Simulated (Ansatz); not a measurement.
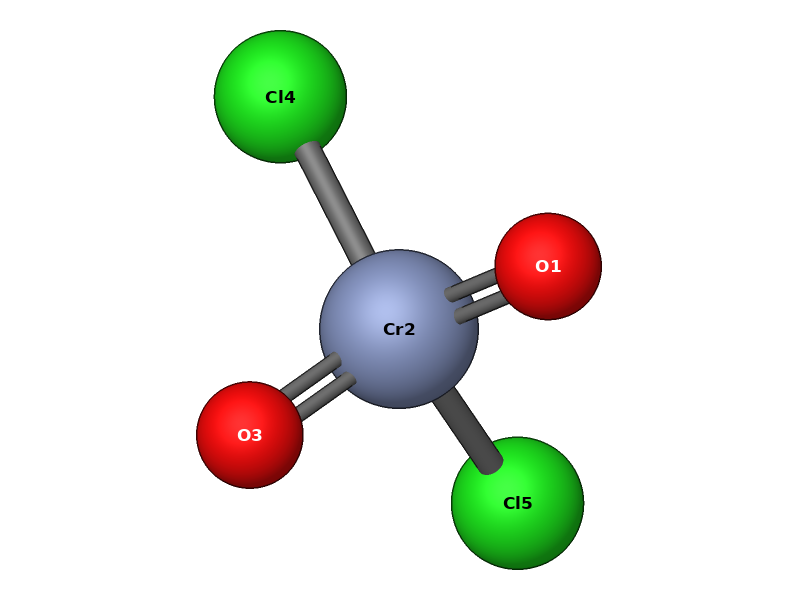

The questions are on Mulliken charges. Charge 0, singlet. The computed structure is the end point of a PBE0-D4/def2-TZVP optimisation. Method: RKS PBE0-D4/def2-TZVP (Ansatz 0.2.0).

List the Mulliken charges.

| atom | value (e) |
| --- | --- |
| O1 | −0.39 |
| Cr2 | 1.23 |
| O3 | −0.39 |
| Cl4 | −0.22 |
| Cl5 | −0.22 |

Mulliken values depend strongly on the basis set and can even reverse the polarity of a bond.
